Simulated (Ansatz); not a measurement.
**A ladder of methods for C3H10NP (SMILES CP(C)(C)=N)**

C3H10NP has 15 atoms, charge 0, and is taken as a singlet. SMILES: `CP(C)(C)=N`. The shape is that of a PBE0-D4/def2-TZVP optimisation.

Quantity: the electronic atomisation energy, in eV. The values are calculated. Electronic energies at fixed atoms, without zero-point motion or spin-orbit coupling.

```csv
level,kind,program,value (eV)
SVWN5/6-31G* (spherical functions),LDA,Ansatz,64.16
BLYP/6-31G* (spherical functions),GGA,Ansatz,55.52
PBE/6-31G* (spherical functions),GGA,Ansatz,57.00
r2SCAN0/6-31G* (spherical functions),hybrid meta-GGA,Ansatz,55.34
HSE06/6-31G* (spherical functions),range-separated hybrid,Ansatz,56.17
PBE-QIDH/6-31G* (spherical functions),double hybrid,Ansatz,54.19
RPA@PBE0/6-31G* (spherical functions),RPA,Ansatz,50.08
CCSD/6-31G* (spherical functions),coupled cluster or CI,Ansatz,49.93
```

Correlated wave functions underbind in double-zeta sets. The values span 49.93 to 64.16 eV.

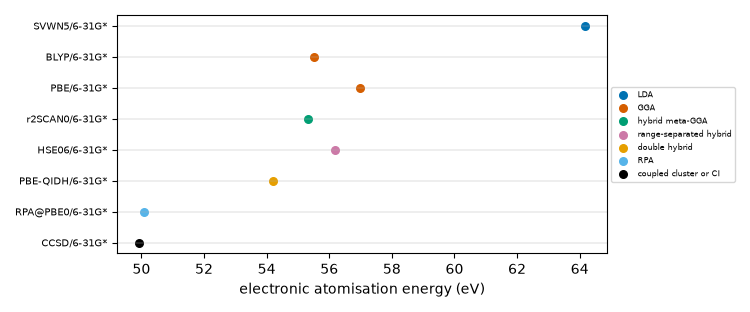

The values of the table, level by level.
